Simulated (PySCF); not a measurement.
# C₃H₈OSi: electronic excitations at several levels of theory

How much do the electronic excitations of C₃H₈OSi (`C/C=C/O[SiH3]`) depend on the level of theory, and what does each level cost?

Computed with PySCF 2.14.0, with density-fitted response routines of our own, on a single molecule in the gas phase. Atoms count from 0, in the outputs and in this text.

## Step 1: Starting geometry

13 atoms, charge 0, multiplicity 1; geometry from: GFN2-xTB. The atoms were then displaced at random by about 0.01 Å, so the start is not that level's minimum.

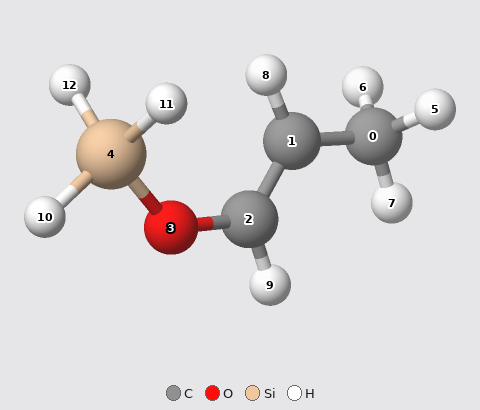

The starting geometry (carbon grey, oxygen red, silicon light orange, hydrogen white), atoms numbered.

## Step 2: Relaxing the molecule at PBE0-D3(BJ)/def2-SVP

What the job is given:

```
{"job": {"xc": "PBE0", "basis": "def2-SVP", "d3": "d3bj", "grid": 1, "shake": 0.01, "kind": "geom"}, "charge": 0, "multiplicity": 1}
C     -2.272940     0.110160     0.192650
C     -0.808370     0.151320     0.128210
C     -0.090500    -0.797160    -0.435370
O      1.306990    -0.814710    -0.515400
Si     2.434880     0.196890    -0.026250
H     -2.708410     0.980690    -0.373590
H     -2.624070     0.226460     1.219490
H     -2.670130    -0.782080    -0.234750
H     -0.312350     1.017050     0.590650
H     -0.521370    -1.674910    -0.870010
H      3.591050    -0.523780    -0.494360
H      2.291530     1.525670    -0.623000
H      2.389510     0.367510     1.431430
```

Command:

```sh
OMP_NUM_THREADS=1 python probes_run.py task.json out
```

The driver reads the jobs from task.json and runs them one after another.

Output:

```text
step   0  E = -483.25904956  max force = 0.077830
step   1  E = -483.27039699  max force = 0.011644
step   2  E = -483.26954933  max force = 0.012795
step   3  E = -483.27102371  max force = 0.003061
step   4  E = -483.27096962  max force = 0.003288
step   5  E = -483.27115811  max force = 0.001203
step   6  E = -483.27117659  max force = 0.000504
step   7  E = -483.27119862  max force = 0.000618
step   8  E = -483.27122291  max force = 0.000972
step   9  E = -483.27122799  max force = 0.000562
step  10  E = -483.27123190  max force = 0.000193
optimisation converged
```

Wall time 83 s (1 thread of Arm Neoverse N1, shared host); peak memory 0.46 GiB.

Along the way: (the energy doesn't fall at every step)

```
step  energy from step 0 (eV)  largest force component (eV/Å)
   0                   0.0000                          4.0022
   1                  -0.3088                          0.5988
   2                  -0.2857                          0.6579
   3                  -0.3258                          0.1574
   4                  -0.3244                          0.1691
   5                  -0.3295                          0.0619
   6                  -0.3300                          0.0259
   7                  -0.3306                          0.0318
   8                  -0.3313                          0.0500
   9                  -0.3314                          0.0289
  10                  -0.3315                          0.0099
```

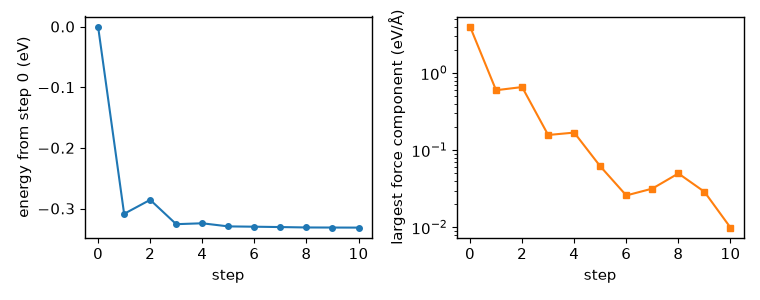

Energy and largest force along the relaxation.

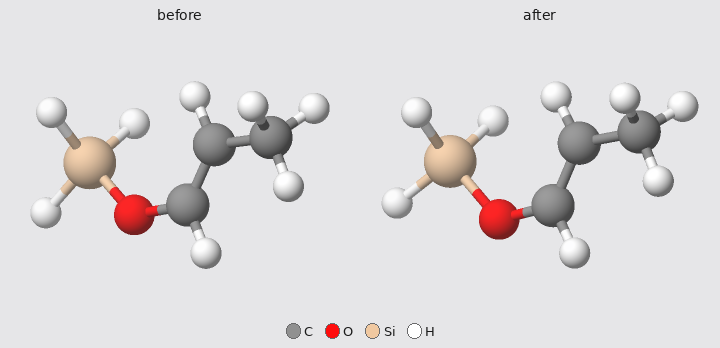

Before and after, at one scale.

Close pairs (by a distance rule), those that changed most:

```
   bond  before (Å)  after (Å)  change (Å)
 O3–Si4       1.592      1.679      +0.087
  C2–O3       1.400      1.351      -0.049
Si4–H10       1.441      1.486      +0.045
  C0–H7       1.066      1.101      +0.034
Si4–H11       1.464      1.494      +0.030
  C0–C1       1.467      1.493      +0.026
  C2–H9       1.070      1.096      +0.026
Si4–H12       1.468      1.494      +0.025
```

The final coordinates are the input of the step that follows.

```
                         at the end point                 value
rotational constants (GHz, main isotopes)  12.134, 1.816, 1.626
                        dipole moment (D)                  0.77
```

## Step 3: TDDFT and polarisability: PBE0/def2-TZVP

What the job is given:

```
{"job": {"kind": "uv", "xc": "PBE0", "basis": "def2-TZVP"}, "charge": 0, "multiplicity": 1}
C     -2.242045     0.112852     0.345289
C     -0.758859     0.116491     0.175251
C     -0.078763    -0.859747    -0.436453
O      1.257745    -0.918048    -0.624718
Si     2.387270     0.243624    -0.184959
H     -2.707286     0.992631    -0.130262
H     -2.528116     0.140806     1.410198
H     -2.695438    -0.786030    -0.099195
H     -0.210328     0.976002     0.582221
H     -0.588017    -1.736118    -0.854177
H      3.694005    -0.284595    -0.654992
H      2.077885     1.548288    -0.843057
H      2.399765     0.431996     1.296668
```

Method: TDDFT PBE0/def2-TZVP, vertical, gas phase, core orbitals frozen in the response.

Output:

```text
coarse grid: 10928 points
cycle   1  E = -483.5162555564  dE =  3.710e-01  |g| = 6.320e-01  |ddm| = 2.583e+00
cycle   2  E = -483.4220428877  dE =  9.421e-02  |g| = 9.560e-01  |ddm| = 1.209e+00
cycle   3  E = -483.5883326879  dE = -1.663e-01  |g| = 1.235e-01  |ddm| = 8.719e-01
cycle   4  E = -483.5907598419  dE = -2.427e-03  |g| = 5.971e-02  |ddm| = 1.141e-01
cycle   5  E = -483.5916074990  dE = -8.477e-04  |g| = 1.520e-02  |ddm| = 4.679e-02
cycle   6  E = -483.5916593429  dE = -5.184e-05  |g| = 3.788e-03  |ddm| = 1.112e-02
cycle   7  E = -483.5916627273  dE = -3.384e-06  |g| = 2.610e-04  |ddm| = 2.774e-03
final grid: 99736 points
cycle   8  E = -483.5838732134  dE = -3.471e-05  |g| = 8.265e-03  |ddm| = 4.590e-02
cycle   9  E = -483.5838558385  dE =  1.737e-05  |g| = 1.250e-02  |ddm| = 1.211e-02
cycle  10  E = -483.5838859264  dE = -3.009e-05  |g| = 1.824e-03  |ddm| = 8.469e-03
cycle  11  E = -483.5838866547  dE = -7.282e-07  |g| = 2.752e-04  |ddm| = 1.470e-03
cycle  12  E = -483.5838866685  dE = -1.378e-08  |g| = 1.329e-04  |ddm| = 2.408e-04
cycle  13  E = -483.5838866726  dE = -4.148e-09  |g| = 2.597e-05  |ddm| = 9.746e-05
cycle  14  E = -483.5838866728  dE = -1.664e-10  |g| = 3.480e-06  |ddm| = 2.168e-05
converged SCF energy = -483.5838866728

Static polarisability (au): isotropic 66.878, principal 52.579 61.331 86.725

Singlet excitations
state   eV       nm        f      main configurations
  1   5.6283    220.3   0.00012   H->L 0.99
  2   6.6268    187.1   0.00114   H->L+2 0.95
  3   6.7226    184.4   0.31556   H->L+1 0.92
  4   6.9643    178.0   0.00219   H->L+3 0.94
  5   7.3815    168.0   0.00788   H->L+5 0.85, H->L+6 0.11
  6   7.3938    167.7   0.02396   H->L+4 0.93
  7   7.6441    162.2   0.00615   H->L+6 0.86, H->L+5 0.11
  8   7.9116    156.7   0.03491   H-1->L 0.94
  9   8.1097    152.9   0.00015   H-1->L+1 0.76, H-2->L 0.17
 10   8.2252    150.7   0.00129   H-2->L 0.81, H-1->L+1 0.15

Triplet excitations (Tamm-Dancoff, eV): 4.1927 5.4979 6.4708 6.8635
```

Wall time 48 s (1 thread of Arm Neoverse N1, shared host); peak memory 0.83 GiB.

Frontier orbitals and where they lie:

```
orbital      eV                         atoms
 HOMO−3  -10.18   Si4 26 %, H10 21 %, C1 10 %
 HOMO−2   -9.50  Si4 38 %, H11 22 %, H12 20 %
 HOMO−1   -9.10    O3 34 %, Si4 19 %, C2 11 %
   HOMO   -6.56     C1 37 %, C2 29 %, O3 17 %
   LUMO    0.27              Si4 84 %, O3 6 %
 LUMO+1    0.72    C2 39 %, C1 34 %, Si4 10 %
 LUMO+2    1.38   Si4 38 %, H8 18 %, H10 11 %
```

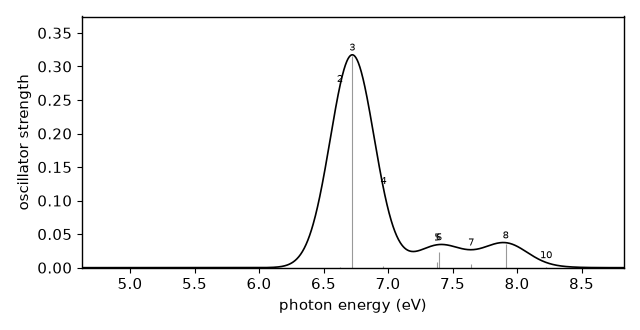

Absorption spectrum from the 10 singlet states computed; above the last one it falls off for lack of states. Lines are broadened to a width of 0.40 eV (Gaussian).

Ground-state properties from the same run:

```
           property  computed
  dipole moment (D)      0.69
polarisability (Å³)      9.91
 HOMO–LUMO gap (eV)      6.83
      −ε(HOMO) (eV)      6.56
```

## Step 4: Ultraviolet spectrum: PBE0/aug-cc-pVDZ

Settings changed since step 3:

```diff
@@ -1,2 +1,2 @@
-{"job": {"kind": "uv", "xc": "PBE0", "basis": "def2-TZVP"}, "charge": 0, "multiplicity": 1}
+{"job": {"kind": "uv", "xc": "PBE0", "basis": "aug-cc-pVDZ"}, "charge": 0, "multiplicity": 1}
 C     -2.242045     0.112852     0.345289
```

Method: TDDFT PBE0/aug-cc-pVDZ, vertical, gas phase, core orbitals frozen in the response.

Output:

```text
coarse grid: 10928 points
cycle   1  E = -483.4337248675  dE =  4.172e-01  |g| = 5.858e-01  |ddm| = 9.355e+00
cycle   2  E = -483.3451656712  dE =  8.856e-02  |g| = 8.966e-01  |ddm| = 2.516e+00
cycle   3  E = -483.5011062675  dE = -1.559e-01  |g| = 1.144e-01  |ddm| = 1.434e+00
cycle   4  E = -483.5034826102  dE = -2.376e-03  |g| = 5.181e-02  |ddm| = 2.933e-01
cycle   5  E = -483.5041471037  dE = -6.645e-04  |g| = 1.326e-02  |ddm| = 1.109e-01
cycle   6  E = -483.5041897023  dE = -4.260e-05  |g| = 3.056e-03  |ddm| = 3.967e-02
cycle   7  E = -483.5041920321  dE = -2.330e-06  |g| = 2.158e-04  |ddm| = 7.812e-03
final grid: 99736 points
cycle   8  E = -483.5133439449  dE = -1.528e-05  |g| = 7.565e-03  |ddm| = 1.834e-01
cycle   9  E = -483.5133296040  dE =  1.434e-05  |g| = 1.128e-02  |ddm| = 4.132e-02
cycle  10  E = -483.5133563368  dE = -2.673e-05  |g| = 1.742e-03  |ddm| = 2.015e-02
cycle  11  E = -483.5133570620  dE = -7.251e-07  |g| = 1.756e-04  |ddm| = 3.929e-03
cycle  12  E = -483.5133570679  dE = -5.933e-09  |g| = 9.341e-05  |ddm| = 6.350e-04
cycle  13  E = -483.5133570700  dE = -2.063e-09  |g| = 2.315e-05  |ddm| = 2.322e-04
cycle  14  E = -483.5133570701  dE = -1.430e-10  |g| = 3.312e-06  |ddm| = 7.068e-05
converged SCF energy = -483.5133570701

Static polarisability (au): isotropic 71.216, principal 57.207 65.486 90.954

Singlet excitations
state   eV       nm        f      main configurations
  1   5.4088    229.2   0.00206   H->L+1 0.55, H->L 0.42
  2   5.5757    222.4   0.00612   H->L 0.53, H->L+1 0.42
  3   5.9812    207.3   0.00057   H->L+3 0.57, H->L+2 0.40
  4   6.0894    203.6   0.00621   H->L+2 0.56, H->L+3 0.38
  5   6.4171    193.2   0.05654   H->L+5 0.49, H->L+4 0.46
  6   6.5566    189.1   0.11997   H->L+5 0.33, H->L+4 0.26, H->L+7 0.20
  7   6.5765    188.5   0.08841   H->L+7 0.37, H->L+8 0.24, H->L+4 0.18
  8   6.6496    186.5   0.02055   H->L+6 0.90
  9   6.8712    180.4   0.01543   H->L+8 0.55, H->L+7 0.40
 10   7.1701    172.9   0.00149   H->L+9 0.97

Triplet excitations (Tamm-Dancoff, eV): 4.1790 5.2911 5.5130 5.9215
```

It took 43 s on 1 thread of Arm Neoverse N1, shared host; peak memory 0.77 GiB.

Key values: HOMO -6.53 eV, LUMO -0.03 eV; lowest singlet 5.41 eV.

## Step 5: Excited states and response: PBE0/def2-TZVPD

Settings changed since step 4:

```diff
@@ -1,2 +1,2 @@
-{"job": {"kind": "uv", "xc": "PBE0", "basis": "aug-cc-pVDZ"}, "charge": 0, "multiplicity": 1}
+{"job": {"kind": "uv", "xc": "PBE0", "basis": "def2-TZVPD"}, "charge": 0, "multiplicity": 1}
 C     -2.242045     0.112852     0.345289
```

Level: TDDFT PBE0/def2-TZVPD, vertical, gas phase, core orbitals frozen in the response.

Output:

```text
coarse grid: 10928 points
cycle   1  E = -483.5174426298  dE =  3.711e-01  |g| = 6.312e-01  |ddm| = 3.372e+00
cycle   2  E = -483.4207698316  dE =  9.667e-02  |g| = 9.614e-01  |ddm| = 1.323e+00
cycle   3  E = -483.5892977026  dE = -1.685e-01  |g| = 1.248e-01  |ddm| = 6.500e-01
cycle   4  E = -483.5917720113  dE = -2.474e-03  |g| = 6.046e-02  |ddm| = 1.709e-01
cycle   5  E = -483.5926428057  dE = -8.708e-04  |g| = 1.524e-02  |ddm| = 7.545e-02
cycle   6  E = -483.5926947045  dE = -5.190e-05  |g| = 3.848e-03  |ddm| = 1.535e-02
cycle   7  E = -483.5926982022  dE = -3.498e-06  |g| = 2.795e-04  |ddm| = 5.477e-03
final grid: 99736 points
cycle   8  E = -483.5849170369  dE = -3.821e-05  |g| = 8.303e-03  |ddm| = 3.025e-01
cycle   9  E = -483.5848993894  dE =  1.765e-05  |g| = 1.259e-02  |ddm| = 2.114e-02
cycle  10  E = -483.5849298833  dE = -3.049e-05  |g| = 1.837e-03  |ddm| = 1.058e-02
cycle  11  E = -483.5849306217  dE = -7.383e-07  |g| = 2.800e-04  |ddm| = 1.708e-03
cycle  12  E = -483.5849306360  dE = -1.438e-08  |g| = 1.358e-04  |ddm| = 6.553e-04
cycle  13  E = -483.5849306404  dE = -4.316e-09  |g| = 2.792e-05  |ddm| = 1.652e-04
cycle  14  E = -483.5849306405  dE = -1.907e-10  |g| = 3.821e-06  |ddm| = 6.623e-05
converged SCF energy = -483.5849306405

Static polarisability (au): isotropic 70.733, principal 56.622 65.138 90.440

Singlet excitations
state   eV       nm        f      main configurations
  1   5.4690    226.7   0.00101   H->L 0.96
  2   5.8747    211.0   0.00798   H->L+1 0.91
  3   6.2631    198.0   0.00035   H->L+4 0.83, H->L+3 0.15
  4   6.4053    193.6   0.00476   H->L+3 0.80, H->L+4 0.12
  5   6.6308    187.0   0.29686   H->L+2 0.93
  6   6.7763    183.0   0.00192   H->L+6 0.96
  7   6.8831    180.1   0.01490   H->L+5 0.96
  8   7.4218    167.1   0.00686   H->L+8 0.90
  9   7.4650    166.1   0.02317   H->L+7 0.89
 10   7.7570    159.8   0.02710   H-1->L 0.94

Triplet excitations (Tamm-Dancoff, eV): 4.1743 5.3485 5.7992 6.1660
```

Wall time 72 s (1 thread of Arm Neoverse N1, shared host); peak memory 0.97 GiB.

In short: HOMO -6.58 eV, LUMO 0.04 eV; lowest singlet 5.47 eV.

## Step 6: Excited states and response: PBE0/6-31+G*

Settings changed since step 5:

```diff
@@ -1,2 +1,2 @@
-{"job": {"kind": "uv", "xc": "PBE0", "basis": "def2-TZVPD"}, "charge": 0, "multiplicity": 1}
+{"job": {"kind": "uv", "xc": "PBE0", "basis": "6-31+G*"}, "charge": 0, "multiplicity": 1}
 C     -2.242045     0.112852     0.345289
```

With the program's defaults for keys left out, this is: TDDFT PBE0/6-31+G*, vertical, gas phase, core orbitals frozen in the response.

Output:

```text
coarse grid: 10928 points
cycle   1  E = -483.4602576185  dE =  3.945e-01  |g| = 5.768e-01  |ddm| = 3.808e+00
cycle   2  E = -483.3798872203  dE =  8.037e-02  |g| = 8.674e-01  |ddm| = 1.683e+00
cycle   3  E = -483.5272621026  dE = -1.474e-01  |g| = 1.101e-01  |ddm| = 1.068e+00
cycle   4  E = -483.5294684774  dE = -2.206e-03  |g| = 4.864e-02  |ddm| = 1.818e-01
cycle   5  E = -483.5300494856  dE = -5.810e-04  |g| = 1.325e-02  |ddm| = 7.294e-02
cycle   6  E = -483.5300928738  dE = -4.339e-05  |g| = 2.784e-03  |ddm| = 1.758e-02
cycle   7  E = -483.5300947842  dE = -1.910e-06  |g| = 1.836e-04  |ddm| = 4.728e-03
final grid: 99736 points
cycle   8  E = -483.4785551324  dE = -1.130e-05  |g| = 7.646e-03  |ddm| = 4.771e-02
cycle   9  E = -483.4785399414  dE =  1.519e-05  |g| = 1.151e-02  |ddm| = 2.133e-02
cycle  10  E = -483.4785679751  dE = -2.803e-05  |g| = 1.725e-03  |ddm| = 1.358e-02
cycle  11  E = -483.4785686912  dE = -7.161e-07  |g| = 1.541e-04  |ddm| = 1.951e-03
cycle  12  E = -483.4785686952  dE = -4.026e-09  |g| = 9.243e-05  |ddm| = 3.497e-04
cycle  13  E = -483.4785686973  dE = -2.056e-09  |g| = 1.619e-05  |ddm| = 1.241e-04
cycle  14  E = -483.4785686974  dE = -6.946e-11  |g| = 2.266e-06  |ddm| = 3.710e-05
converged SCF energy = -483.4785686974

Static polarisability (au): isotropic 63.497, principal 50.895 57.966 81.629

Singlet excitations
state   eV       nm        f      main configurations
  1   5.4329    228.2   0.00134   H->L 0.96
  2   5.8535    211.8   0.01165   H->L+1 0.93
  3   6.3559    195.1   0.00001   H->L+4 0.82, H->L+3 0.14
  4   6.4129    193.3   0.00327   H->L+3 0.79, H->L+4 0.12
  5   6.6878    185.4   0.23842   H->L+2 0.88
  6   6.8571    180.8   0.00282   H->L+6 0.48, H->L+7 0.46
  7   6.8961    179.8   0.04676   H->L+5 0.91
  8   7.1614    173.1   0.01681   H->L+7 0.52, H->L+6 0.43
  9   7.5071    165.2   0.01761   H->L+8 0.94
 10   7.6991    161.0   0.03280   H->L+9 0.89

Triplet excitations (Tamm-Dancoff, eV): 4.2139 5.3149 5.7820 6.2754
```

It took 19 s on 1 thread of Arm Neoverse N1, shared host; peak memory 0.59 GiB.

This run: HOMO -6.52 eV, LUMO 0.04 eV; lowest singlet 5.43 eV.

## Step 7: Side by side: electronic excitations

Excitations and ground-state properties, with basis size and wall time:

```
             run  lowest singlet (eV)  brightest (eV)      f  gap (eV)  α (Å³)  μ (D)  functions  time
  PBE0/def2-TZVP                 5.63            6.72  0.316      6.83    9.91   0.69        209  48 s
PBE0/aug-cc-pVDZ                 5.41            6.56  0.120      6.50   10.55   0.71        191  43 s
 PBE0/def2-TZVPD                 5.47            6.63  0.297      6.62   10.48   0.72        266  72 s
    PBE0/6-31+G*                 5.43            6.69  0.238      6.56    9.41   0.84        110  19 s
```

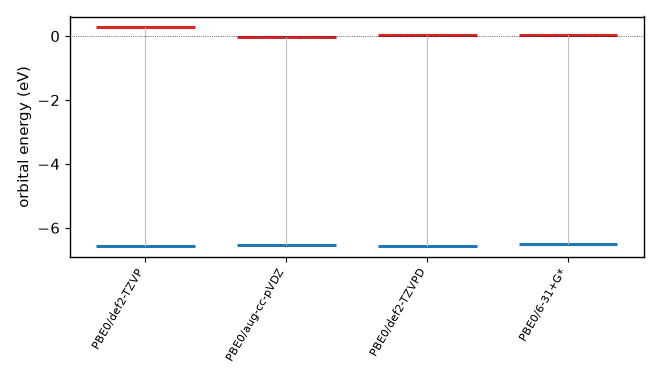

HOMO (blue) and LUMO (red) run by run.

## Step 8: Summary of results

```
                                quantity                        value
    rotational constants (main isotopes)        12.13, 1.82, 1.63 GHz
         lowest singlet (PBE0/def2-TZVP)  5.63 eV (220 nm), f = 0.000
brightest single state of those computed  state 3, 6.72 eV, f = 0.316
                          lowest triplet                      4.19 eV
             range of the lowest singlet              5.41 to 5.63 eV
```

Single values in the summary come from the first run of each kind that ended normally (PBE0/def2-TZVP), which need not be the best level. Relaxing lowered the energy by 0.331 eV in 10 steps; the close pair that moved most is O3–Si4, from 1.592 to 1.679 Å. The lowest singlet, at 5.63 eV, is HOMO→LUMO 0.99 and is dark; of the 10 states computed, the strongest absorption comes from state 3 at 6.72 eV. The lowest triplet lies 1.44 eV below the lowest singlet (triplets in Tamm-Dancoff, singlets in full TDDFT). States above −ε(HOMO) lie where TDDFT describes them poorly and they hang on the basis; the brightest is among them. The basis of PBE0/def2-TZVP has no diffuse functions, so Rydberg states are missing and the high states are unreliable. The lowest singlet runs from 5.41 eV (PBE0/aug-cc-pVDZ) to 5.63 eV (PBE0/def2-TZVP), while the orbital gap spans 6.50 to 6.83 eV. The lowest state need not be the same one in every run.
